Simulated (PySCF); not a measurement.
Sn(H)(Cl)(Et)2, SMILES [CH2](C)[SnH]([CH2]C)[Cl] at its GFN2-xTB optimised geometry (Å):

```
17

Sn    -0.4243    -0.4632     0.0000
Cl    -1.0757    -1.5397     1.9587
C      1.8086    -0.4632     0.0000
C      2.4003    -1.2721    -1.1328
C     -1.5130     1.4825     0.0000
C     -3.0127     1.3245     0.1119
H     -1.0167    -1.5054    -1.2645
H      2.1342     0.5739    -0.0534
H      2.1165    -0.8648     0.9629
H      2.1211    -0.8616    -2.0997
H      2.0650    -2.3054    -1.0905
H      3.4875    -1.2640    -1.0599
H     -1.1207     2.0503     0.8426
H     -1.2481     2.0054    -0.9165
H     -3.4104     0.7537    -0.7237
H     -3.2828     0.8143     1.0327
H     -3.4875     2.3054     0.1118
```

Calculation: PBE0/def2-SVP, def2 effective core potentials past Kr (PySCF). The core electrons that the potentials of Sn replace are not part of the density. Cells within 0.4 Å of a nucleus heavier than hydrogen are left out (blank, or x).

Map of the deformation density (molecule minus spherical neutral atoms) (e/bohr³) on the plane z = 0.0 Å:

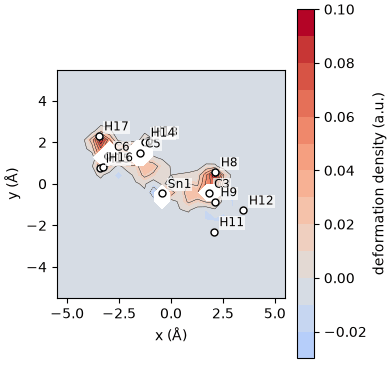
*Deformation density (molecule minus spherical neutral atoms) (e/bohr³) on the plane z = 0.0 Å.*
